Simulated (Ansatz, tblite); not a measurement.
# ZrH2Cl2: removing and adding an electron

Aim: the energy of removing and adding an electron for ZrH2Cl2, by energy differences, and how well orbital energies stand in for it.

Computed with Ansatz 0.2.0, Gaussian basis. Level: as each input shows.

The runs, in order: charge +1 doublet, at the geometry of the singlet (PBE0-D4/def2-TZVP, PBE-D4/def2-TZVP, r2SCAN-D4/def2-TZVP, CCSD(T)/def2-TZVPP); charge -1 doublet, at the geometry of the singlet (PBE0-D4/def2-TZVPD, PBE-D4/def2-TZVPD, r2SCAN-D4/def2-TZVPD, CCSD(T)/def2-TZVPD); the starting singlet's energies come from earlier runs.

1 further run of the same task is left out (set aside as unsound or not needed). Runs told in other sessions of the task aren't counted.

**1. The structure**

The geometry is that of the singlet, from an earlier relaxation (PBE-D4/def2-TZVP).

5 atoms, charge 0, spin multiplicity 1.

Atoms are counted from 1 here; the program's logs count them from 0.

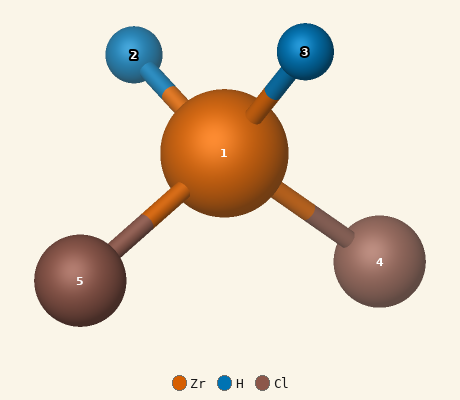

The structure; zirconium orange, hydrogen blue, chlorine brown; atoms are numbered from 1 in the order of the file.

Formally the metal is d0. Zr takes a core potential in the def2 sets. No spin-orbit coupling is included.

**2. Charge +1 doublet at the fixed geometry, PBE0-D4/def2-TZVP**

File in.yaml:

```yaml
crystal:
  periodic: [false, false, false]
  atoms:
    - {symbol: Zr, position_ang: [0.061681, 0.000116, 0.042559]}
    - {symbol: H, position_ang: [0.069466, -0.016079, 1.888262]}
    - {symbol: H, position_ang: [1.789993, 0.019491, -0.605137]}
    - {symbol: Cl, position_ang: [-0.976119, 1.963002, -0.645546]}
    - {symbol: Cl, position_ang: [-0.945012, -1.966531, -0.680139]}
basis:
  gaussian: {orbitals: def2-TZVP}
total_charge: 1
magnetization: {spin_polarized: true, initial_magnetization: 1}
hamiltonian: {xc: pbe0, dispersion: d4}
output: {orbitals: {seedname: orbitals}}
```

Run with:

```
$ ansatz run in.yaml --threads 4 --pin off --events-out ev --progress --plain --max-ram 3916MiB
```

What it wrote:

```text
Functional definition: PBE0
  name "PBE0"
  cite "Adamo & Barone, J. Chem. Phys. 110, 6158 (1999) doi:10.1063/1.478522"
  cite "Perdew, Burke & Ernzerhof, Phys. Rev. Lett. 77, 3865 (1996) doi:10.1103/PhysRevLett.77.3865"
  parent pbe
  parameter a = 0.25
  parameter kappa = 0.804
  parameter beta = 0.06672455060314922
  exchange = (1 - a)*pbe_x(kappa = kappa, mu = beta*pi^2/3) + a*exact_x
  correlation = pbe_c(beta = beta)
1023 factors; their error is unknown
mean field evaluation 1: about -26338.6563 eV, gradient 2.8e1 eV
mean field evaluation 2: about -26289.9046 eV, gradient 1.1e2 eV
mean field evaluation 4: about -26342.5649 eV, gradient 6.0e0 eV
mean field evaluation 8: about -26342.7689 eV, gradient 1.3e-1 eV
mean field evaluation 16: about -26342.8635 eV, gradient 2.4e-3 eV
mean field evaluation 32: about -26342.6991 eV, gradient 1.3e0 eV
mean field -26342.86350706 eV, -968.0823780503 hartree, gradient 2.4e-5 eV, S^2 0.768037; 7 other end points of the search recorded, 0 dependent functions left out
reference -26342.86354394 eV, -968.0823794057 hartree; 24, 23 occupied and 102, 103 virtual orbitals, 1023 factors
Total energy: -26342.95490955 eV, -968.0857370297 hartree
```

Run time: 8 s. Hardware: 4 threads of Arm Neoverse V2, shared host.

Report: HOMO -14.80 eV, LUMO -12.94 eV (over both spins); ⟨S²⟩ 0.768 (pure: 0.75); the next solution that the search met lies 0.292 eV higher.

**3. Charge +1 doublet at the fixed geometry, PBE-D4/def2-TZVP**

start.molden holds the orbitals of an earlier run on this state, given as this run's starting guess.

in.yaml, as its differences from that of step 2:

```diff
@@ -9,6 +9,7 @@
 basis:
-  gaussian: {orbitals: def2-TZVP}
+  gaussian: {orbitals: def2-TZVP, initial_orbitals: start.molden}
 total_charge: 1
 magnetization: {spin_polarized: true, initial_magnetization: 1}
-hamiltonian: {xc: pbe0, dispersion: d4}
+hamiltonian: {xc: pbe, dispersion: d4}
+scf: {omitted_lower_state_checks: [starts]}
 output: {orbitals: {seedname: orbitals}}
```

Launched as before.

What it wrote:

```text
Functional definition: PBE
  name "PBE"
  cite "Perdew, Burke & Ernzerhof, Phys. Rev. Lett. 77, 3865 (1996) doi:10.1103/PhysRevLett.77.3865"
  parent pbe
  parameter kappa = 0.804
  parameter beta = 0.06672455060314922
  exchange = pbe_x(kappa = kappa, mu = beta*pi^2/3)
  correlation = pbe_c(beta = beta)
these checks for a lower state are left out or cut short: starts
921 factors; their error is unknown
mean field evaluation 1: about -26341.8659 eV, gradient 8.4e0 eV
mean field evaluation 2: about -26342.0049 eV, gradient 3.1e-1 eV
mean field evaluation 4: about -26342.0078 eV, gradient 7.7e-2 eV
mean field evaluation 8: about -26342.0078 eV, gradient 2.2e-5 eV
mean field -26342.00782619 eV, -968.0509323581 hartree, gradient 1.3e-5 eV, S^2 0.756730; 0 other end points of the search recorded, 0 dependent functions left out
reference -26342.00787668 eV, -968.0509342138 hartree; 24, 23 occupied and 102, 103 virtual orbitals, 921 factors
Total energy: -26342.11340076 eV, -968.0548121523 hartree
Checks for a lower state left out: starts
```

It took 1.8 s on 4 threads of Arm Neoverse V2, shared host.

HOMO -13.66 eV, LUMO -13.33 eV (over both spins); ⟨S²⟩ 0.757 (pure: 0.75).

**4. Charge +1 doublet at the fixed geometry, r2SCAN-D4/def2-TZVP**

in.yaml, as its differences from that of step 3:

```diff
@@ -12,3 +12,3 @@
 magnetization: {spin_polarized: true, initial_magnetization: 1}
-hamiltonian: {xc: pbe, dispersion: d4}
+hamiltonian: {xc: r2scan, dispersion: d4}
 scf: {omitted_lower_state_checks: [starts]}
```

Launched as before.

What it wrote:

```text
Functional definition: r2SCAN
  name "r2SCAN"
  cite "Furness, Kaplan, Ning, Perdew & Sun, J. Phys. Chem. Lett. 11, 8208 (2020) doi:10.1021/acs.jpclett.0c02405"
  cite "Furness, Kaplan, Ning, Perdew & Sun, J. Phys. Chem. Lett. 11, 9248 (2020) doi:10.1021/acs.jpclett.0c03077"
  parent r2scan
  parameter k0 = 0.174
  parameter k1 = 0.065
  parameter a1 = 4.9479
  exchange = r2scan_x(k0 = k0, k1 = k1, a1 = a1)
  correlation = r2scan_c
these checks for a lower state are left out or cut short: starts
921 factors; their error is unknown
mean field evaluation 1: about -26350.7196 eV, gradient 6.1e0 eV
mean field evaluation 2: about -26350.7708 eV, gradient 1.5e-1 eV
mean field evaluation 4: about -26350.7689 eV, gradient 3.0e-2 eV
mean field evaluation 8: about -26350.7689 eV, gradient 2.0e-5 eV
mean field -26350.76887517 eV, -968.3728949698 hartree, gradient 2.0e-5 eV, S^2 0.764808; 0 other end points of the search recorded, 0 dependent functions left out
reference -26350.76889119 eV, -968.3728955587 hartree; 24, 23 occupied and 102, 103 virtual orbitals, 921 factors
Total energy: -26350.79267699 eV, -968.3737696705 hartree
Checks for a lower state left out: starts
```

Wall time 3.8 s (4 threads of Arm Neoverse V2, shared host).

HOMO -13.95 eV, LUMO -13.50 eV (over both spins); ⟨S²⟩ 0.765 (pure: 0.75).

**5. Charge +1 doublet at the fixed geometry, CCSD(T)/def2-TZVPP**

in.yaml, as its differences from that of step 4:

```diff
@@ -9,7 +9,7 @@
 basis:
-  gaussian: {orbitals: def2-TZVP, initial_orbitals: start.molden}
+  gaussian: {orbitals: def2-TZVPP, initial_orbitals: start.molden}
 total_charge: 1
 magnetization: {spin_polarized: true, initial_magnetization: 1}
-hamiltonian: {xc: r2scan, dispersion: d4}
-scf: {omitted_lower_state_checks: [starts]}
+correlation: {method: ccsd_t}
+scf: {omitted_lower_state_checks: [starts, cluster_reference]}
 output: {orbitals: {seedname: orbitals}}
```

Launched as before.

What it wrote:

```text
Functional definition: HF
  name "HF"
  cite "Fock, Z. Phys. 61, 126 (1930) doi:10.1007/BF01340294"
  parent pbe
  exchange = exact_x
  correlation = 0
these checks for a lower state are left out or cut short: starts, cluster_reference
1028 factors; integrals over basis functions are off by at most 1.1e-3 eV
mean field evaluation 1: about -26297.4268 eV, gradient 2.5e1 eV
mean field evaluation 2: about -26298.5866 eV, gradient 1.9e0 eV
mean field evaluation 4: about -26298.6995 eV, gradient 5.7e-3 eV
mean field evaluation 8: about -26299.0944 eV, gradient 2.5e-1 eV
mean field -26299.09665556 eV, -966.4739759237 hartree, gradient 1.3e-6 eV, S^2 0.752237; 0 other end points of the search recorded, 0 dependent functions left out
10 core orbitals not correlated: weight in the atoms' cores, before any rotation towards them, 1.000 or more for the frozen orbitals, at most 0.000 for the correlated occupied ones
reference -26299.09665556 eV, -966.4739759237 hartree; 14, 13 occupied and 144, 145 virtual orbitals, 1028 factors
second order -19.05648032 eV of doubles, -0.00000000 eV of singles
cycle   1  -19.32047235 eV  change   -2.6e-1 eV  update   1.6e-1
cycle   2  -19.80367953 eV  change   -4.8e-1 eV  update   7.1e-2
cycle   3  -20.00070783 eV  change   -2.0e-1 eV  update   3.7e-2
cycle   4  -19.99935665 eV  change    1.4e-3 eV  update   1.6e-2
cycle   5  -19.98947097 eV  change    9.9e-3 eV  update   1.2e-2
cycle   6  -19.99546217 eV  change   -6.0e-3 eV  update   9.6e-3
cycle   7  -20.00351807 eV  change   -8.1e-3 eV  update   8.5e-3
cycle   8  -20.00976580 eV  change   -6.2e-3 eV  update   6.7e-3
cycle   9  -20.01700424 eV  change   -7.2e-3 eV  update   5.6e-3
cycle  10  -20.01598782 eV  change    1.0e-3 eV  update   4.5e-3
cycle  11  -20.01988162 eV  change   -3.9e-3 eV  update   3.7e-3
cycle  12  -20.02579293 eV  change   -5.9e-3 eV  update   2.6e-3
cycle  13  -20.02606514 eV  change   -2.7e-4 eV  update   1.6e-3
cycle  14  -20.02782086 eV  change   -1.8e-3 eV  update   8.8e-4
cycle  15  -20.02708524 eV  change    7.4e-4 eV  update   5.2e-4
cycle  16  -20.02699484 eV  change    9.0e-5 eV  update   3.3e-4
cycle  17  -20.02709341 eV  change   -9.9e-5 eV  update   1.9e-4
cycle  18  -20.02727065 eV  change   -1.8e-4 eV  update   1.0e-4
cycle  19  -20.02731436 eV  change   -4.4e-5 eV  update   6.1e-5
cycle  20  -20.02733620 eV  change   -2.2e-5 eV  update   4.2e-5
cycle  21  -20.02732030 eV  change    1.6e-5 eV  update   3.1e-5
cycle  22  -20.02729955 eV  change    2.1e-5 eV  update   1.8e-5
perturbative correction -1.03698466 eV, -0.0381084835 hartree
Total energy: -26320.16093977 eV, -967.2480740907 hartree
Checks for a lower state left out: starts, cluster_reference
```

Wall time 1.8 min (4 threads of Arm Neoverse V2, shared host); peak memory 3.5 GiB.

Report: Hartree-Fock HOMO -17.57 eV, LUMO -8.96 eV (over both spins); ⟨S²⟩ 0.752 (pure: 0.75); T1 0.046.

**6. Vertical ionisation energy**

Charged state less starting state, singlet to doublet; the starting state's energies are those of its earlier runs.

Differences are taken before rounding.

| method | vertical ionisation energy (eV) | from CCSD(T)/def2-TZVPP (eV) | time |
| --- | --- | --- | --- |
| HF/def2-TZVPP | 10.53 | -0.64 |  |
| PBE-D4/def2-TZVP | 10.46 | -0.71 | 2.6 s |
| r2SCAN-D4/def2-TZVP | 10.72 | -0.45 | 5.6 s |
| PBE0-D4/def2-TZVP | 10.94 | -0.24 | 9.7 s |
| MP2/def2-TZVPP | 11.14 | -0.04 |  |
| CCSD/def2-TZVPP | 11.29 | +0.12 |  |
| CCSD(T)/def2-TZVPP | 11.17 | 0 | 2.1 min |

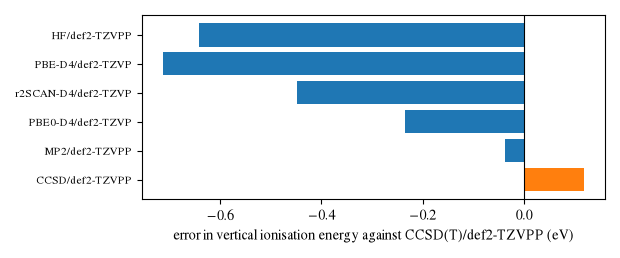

Deviations from CCSD(T)/def2-TZVPP, method by method.

Times add the two runs; a level without a time comes out of a correlated run.

Beside −ε(HOMO) of the starting state:

| level | −ε(HOMO) (eV) | by difference (eV) | mismatch (eV) |
| --- | --- | --- | --- |
| PBE-D4/def2-TZVP | 7.43 | 10.46 | -3.03 |
| r2SCAN-D4/def2-TZVP | 7.83 | 10.72 | -2.90 |
| PBE0-D4/def2-TZVP | 8.84 | 10.94 | -2.09 |

**7. Charge -1 doublet at the fixed geometry, PBE0-D4/def2-TZVPD**

in.yaml, as its differences from that of step 5:

```diff
@@ -9,7 +9,6 @@
 basis:
-  gaussian: {orbitals: def2-TZVPP, initial_orbitals: start.molden}
-total_charge: 1
+  gaussian: {orbitals: def2-TZVPD}
+total_charge: -1
 magnetization: {spin_polarized: true, initial_magnetization: 1}
-correlation: {method: ccsd_t}
-scf: {omitted_lower_state_checks: [starts, cluster_reference]}
+hamiltonian: {xc: pbe0, dispersion: d4}
 output: {orbitals: {seedname: orbitals}}
```

The command is unchanged.

What it wrote:

```text
Functional definition: PBE0
  name "PBE0"
  cite "Adamo & Barone, J. Chem. Phys. 110, 6158 (1999) doi:10.1063/1.478522"
  cite "Perdew, Burke & Ernzerhof, Phys. Rev. Lett. 77, 3865 (1996) doi:10.1103/PhysRevLett.77.3865"
  parent pbe
  parameter a = 0.25
  parameter kappa = 0.804
  parameter beta = 0.06672455060314922
  exchange = (1 - a)*pbe_x(kappa = kappa, mu = beta*pi^2/3) + a*exact_x
  correlation = pbe_c(beta = beta)
1117 factors; their error is unknown
mean field evaluation 1: about -26353.0784 eV, gradient 1.5e1 eV
mean field evaluation 2: about -26353.3128 eV, gradient 1.6e1 eV
mean field evaluation 4: about -26354.8145 eV, gradient 8.7e-1 eV
mean field evaluation 8: about -26354.8246 eV, gradient 9.0e-2 eV
mean field evaluation 16: about -26354.9007 eV, gradient 4.8e-4 eV
mean field evaluation 32: about -26354.8317 eV, gradient 6.2e-1 eV
mean field -26354.90073895 eV, -968.5247381630 hartree, gradient 3.1e-6 eV, S^2 0.753230; 6 other end points of the search recorded, 0 dependent functions left out
reference -26354.90078579 eV, -968.5247398846 hartree; 25, 24 occupied and 125, 126 virtual orbitals, 1117 factors
Total energy: -26355.04087593 eV, -968.5298881023 hartree
```

Wall time 7 s (4 threads of Arm Neoverse V2, shared host); peak memory 0.65 GiB.

HOMO 0.66 eV, LUMO 3.25 eV (over both spins); ⟨S²⟩ 0.753 (pure: 0.75). Doubts: highest occupied level lies above zero.

**8. Charge -1 doublet at the fixed geometry, PBE-D4/def2-TZVPD**

in.yaml, as its differences from that of step 7:

```diff
@@ -9,6 +9,7 @@
 basis:
-  gaussian: {orbitals: def2-TZVPD}
+  gaussian: {orbitals: def2-TZVPD, initial_orbitals: start.molden}
 total_charge: -1
 magnetization: {spin_polarized: true, initial_magnetization: 1}
-hamiltonian: {xc: pbe0, dispersion: d4}
+hamiltonian: {xc: pbe, dispersion: d4}
+scf: {omitted_lower_state_checks: [starts]}
 output: {orbitals: {seedname: orbitals}}
```

The command is unchanged.

What it wrote:

```text
Functional definition: PBE
  name "PBE"
  cite "Perdew, Burke & Ernzerhof, Phys. Rev. Lett. 77, 3865 (1996) doi:10.1103/PhysRevLett.77.3865"
  parent pbe
  parameter kappa = 0.804
  parameter beta = 0.06672455060314922
  exchange = pbe_x(kappa = kappa, mu = beta*pi^2/3)
  correlation = pbe_c(beta = beta)
these checks for a lower state are left out or cut short: starts
983 factors; their error is unknown
mean field evaluation 1: about -26353.3284 eV, gradient 8.3e0 eV
mean field evaluation 2: about -26353.4332 eV, gradient 1.9e-1 eV
mean field evaluation 4: about -26353.4271 eV, gradient 7.6e-3 eV
mean field evaluation 8: about -26353.4271 eV, gradient 2.5e-5 eV
mean field -26353.42706841 eV, -968.4705817696 hartree, gradient 4.7e-6 eV, S^2 0.752756; 0 other end points of the search recorded, 0 dependent functions left out
reference -26353.42712626 eV, -968.4705838957 hartree; 25, 24 occupied and 125, 126 virtual orbitals, 983 factors
Total energy: -26353.58865385 eV, -968.4765199251 hartree
Checks for a lower state left out: starts
```

Wall time 2.2 s (4 threads of Arm Neoverse V2, shared host).

From the report: HOMO 1.74 eV, LUMO 2.18 eV (over both spins); ⟨S²⟩ 0.753 (pure: 0.75). Doubts: highest occupied level lies above zero.

**9. Charge -1 doublet at the fixed geometry, r2SCAN-D4/def2-TZVPD**

in.yaml, as its differences from that of step 8:

```diff
@@ -12,3 +12,3 @@
 magnetization: {spin_polarized: true, initial_magnetization: 1}
-hamiltonian: {xc: pbe, dispersion: d4}
+hamiltonian: {xc: r2scan, dispersion: d4}
 scf: {omitted_lower_state_checks: [starts]}
```

Launched as before.

What it wrote:

```text
Functional definition: r2SCAN
  name "r2SCAN"
  cite "Furness, Kaplan, Ning, Perdew & Sun, J. Phys. Chem. Lett. 11, 8208 (2020) doi:10.1021/acs.jpclett.0c02405"
  cite "Furness, Kaplan, Ning, Perdew & Sun, J. Phys. Chem. Lett. 11, 9248 (2020) doi:10.1021/acs.jpclett.0c03077"
  parent r2scan
  parameter k0 = 0.174
  parameter k1 = 0.065
  parameter a1 = 4.9479
  exchange = r2scan_x(k0 = k0, k1 = k1, a1 = a1)
  correlation = r2scan_c
these checks for a lower state are left out or cut short: starts
983 factors; their error is unknown
mean field evaluation 1: about -26362.5040 eV, gradient 6.2e0 eV
mean field evaluation 2: about -26362.5436 eV, gradient 9.4e-2 eV
mean field evaluation 4: about -26362.5360 eV, gradient 2.9e-3 eV
mean field evaluation 8: about -26362.5360 eV, gradient 2.0e-5 eV
mean field -26362.53604711 eV, -968.8053305627 hartree, gradient 9.6e-6 eV, S^2 0.755357; 0 other end points of the search recorded, 0 dependent functions left out
reference -26362.53609100 eV, -968.8053321755 hartree; 25, 24 occupied and 125, 126 virtual orbitals, 983 factors
Total energy: -26362.57452263 eV, -968.8067445119 hartree
Checks for a lower state left out: starts
```

It took 5.5 s on 4 threads of Arm Neoverse V2, shared host.

Report: HOMO 1.48 eV, LUMO 2.44 eV (over both spins); ⟨S²⟩ 0.755 (pure: 0.75). Doubts: highest occupied level lies above zero.

**10. Charge -1 doublet at the fixed geometry, CCSD(T)/def2-TZVPD**

in.yaml, as its differences from that of step 9:

```diff
@@ -12,4 +12,4 @@
 magnetization: {spin_polarized: true, initial_magnetization: 1}
-hamiltonian: {xc: r2scan, dispersion: d4}
-scf: {omitted_lower_state_checks: [starts]}
+correlation: {method: ccsd_t}
+scf: {omitted_lower_state_checks: [starts, cluster_reference]}
 output: {orbitals: {seedname: orbitals}}
```

The command is unchanged.

What it wrote:

```text
Functional definition: HF
  name "HF"
  cite "Fock, Z. Phys. 61, 126 (1930) doi:10.1007/BF01340294"
  parent pbe
  exchange = exact_x
  correlation = 0
these checks for a lower state are left out or cut short: starts, cluster_reference
1062 factors; integrals over basis functions are off by at most 1.1e-3 eV
mean field evaluation 1: about -26309.3330 eV, gradient 2.4e1 eV
mean field evaluation 2: about -26310.0561 eV, gradient 1.2e0 eV
mean field evaluation 4: about -26310.2034 eV, gradient 6.3e-1 eV
mean field evaluation 8: about -26310.2060 eV, gradient 2.0e-4 eV
mean field -26310.20599905 eV, -966.8822367670 hartree, gradient 3.9e-6 eV, S^2 0.756667; 0 other end points of the search recorded, 0 dependent functions left out
10 core orbitals not correlated: weight in the atoms' cores, before any rotation towards them, 1.000 or more for the frozen orbitals, at most 0.000 for the correlated occupied ones
reference -26310.20599905 eV, -966.8822367670 hartree; 15, 14 occupied and 125, 126 virtual orbitals, 1062 factors
second order -18.61330204 eV of doubles, -0.00000000 eV of singles
cycle   1  -19.28147835 eV  change   -6.7e-1 eV  update   1.1e-1
cycle   2  -19.70047520 eV  change   -4.2e-1 eV  update   3.5e-2
cycle   3  -19.83017491 eV  change   -1.3e-1 eV  update   2.3e-2
cycle   4  -19.82366206 eV  change    6.5e-3 eV  update   1.1e-2
cycle   5  -19.81561166 eV  change    8.1e-3 eV  update   6.1e-3
cycle   6  -19.81877644 eV  change   -3.2e-3 eV  update   4.1e-3
cycle   7  -19.82027145 eV  change   -1.5e-3 eV  update   2.8e-3
cycle   8  -19.82117695 eV  change   -9.1e-4 eV  update   1.8e-3
cycle   9  -19.82134580 eV  change   -1.7e-4 eV  update   9.5e-4
cycle  10  -19.82087066 eV  change    4.8e-4 eV  update   4.5e-4
cycle  11  -19.82125363 eV  change   -3.8e-4 eV  update   2.2e-4
cycle  12  -19.82134668 eV  change   -9.3e-5 eV  update   1.3e-4
cycle  13  -19.82136129 eV  change   -1.5e-5 eV  update   7.4e-5
cycle  14  -19.82133632 eV  change    2.5e-5 eV  update   3.6e-5
cycle  15  -19.82130547 eV  change    3.1e-5 eV  update   1.8e-5
perturbative correction -0.80114395 eV, -0.0294414971 hartree
Total energy: -26330.82844847 eV, -967.6400978047 hartree
Checks for a lower state left out: starts, cluster_reference
```

Run time: 67 s. Hardware: 4 threads of Arm Neoverse V2, shared host; peak memory 2.7 GiB.

Report: Hartree-Fock HOMO -2.41 eV, LUMO 4.37 eV (over both spins); ⟨S²⟩ 0.757 (pure: 0.75); T1 0.020.

**11. Vertical electron affinity**

Starting state less charged state (positive: the electron is bound), singlet to doublet; the starting state's energies are those of its earlier runs.

Differences are taken before rounding.

| method | vertical electron affinity (eV) | from CCSD(T)/def2-TZVPD (eV) | time |
| --- | --- | --- | --- |
| HF/def2-TZVPD | 0.68 | -0.24 |  |
| PBE-D4/def2-TZVPD | 0.99 | +0.07 | 3.2 s |
| r2SCAN-D4/def2-TZVPD | 1.03 | +0.11 | 7.7 s |
| PBE0-D4/def2-TZVPD | 1.12 | +0.21 | 8.2 s |
| MP2/def2-TZVPD | 0.85 | -0.07 |  |
| CCSD/def2-TZVPD | 0.95 | +0.03 |  |
| CCSD(T)/def2-TZVPD | 0.92 | 0 | 79 s |

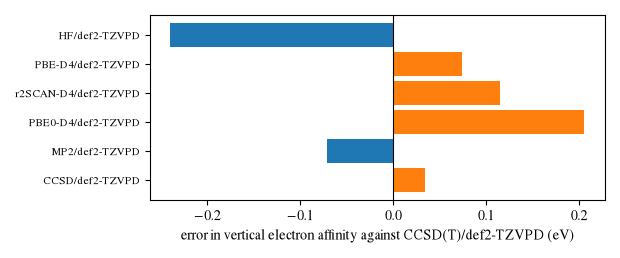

Deviations from CCSD(T)/def2-TZVPD, method by method.

Times add the two runs; a level without a time comes out of a correlated run.

Beside −ε(LUMO) of the starting state:

| level | −ε(LUMO) (eV) | by difference (eV) | mismatch (eV) |
| --- | --- | --- | --- |
| PBE-D4/def2-TZVPD | 3.70 | 0.99 | +2.71 |
| r2SCAN-D4/def2-TZVPD | 3.52 | 1.03 | +2.48 |
| PBE0-D4/def2-TZVPD | 2.80 | 1.12 | +1.67 |

**12. Results**

| quantity | value |
| --- | --- |
| vertical ionisation energy, functionals in def2-TZVP | 10.46 (PBE-D4) to 10.94 eV (PBE0-D4) |
| vertical ionisation energy, CCSD(T)/def2-TZVPP | 11.17 eV |
| vertical electron affinity, functionals in def2-TZVPD | 0.99 (PBE-D4) to 1.12 eV (PBE0-D4) |
| vertical electron affinity, CCSD(T)/def2-TZVPD | 0.92 eV |

The vertical ionisation energy spans 10.46 to 10.94 eV over the functionals, beside 11.17 eV from CCSD(T)/def2-TZVPP. −ε(HOMO) misses the level's own difference by -2.09 eV at best (PBE0-D4) and -3.03 eV at worst (PBE-D4). The reference is CCSD(T) in one finite basis, so it carries an error of its own, often a tenth of an eV or more, and near misses can't be ranked. The vertical electron affinity spans 0.99 to 1.12 eV over the functionals, beside 0.92 eV from CCSD(T)/def2-TZVPD. The anion's highest level lies above zero where self-interaction lifts it, so diffuse functions weigh on these values. −ε(LUMO) misses the level's own difference by +1.67 eV at best (PBE0-D4) and +2.71 eV at worst (PBE-D4). The charged states' spins were chosen beforehand and needn't be their lowest.

The anion's highest level is positive in at least one run, so there the basis alone may hold the extra electron.
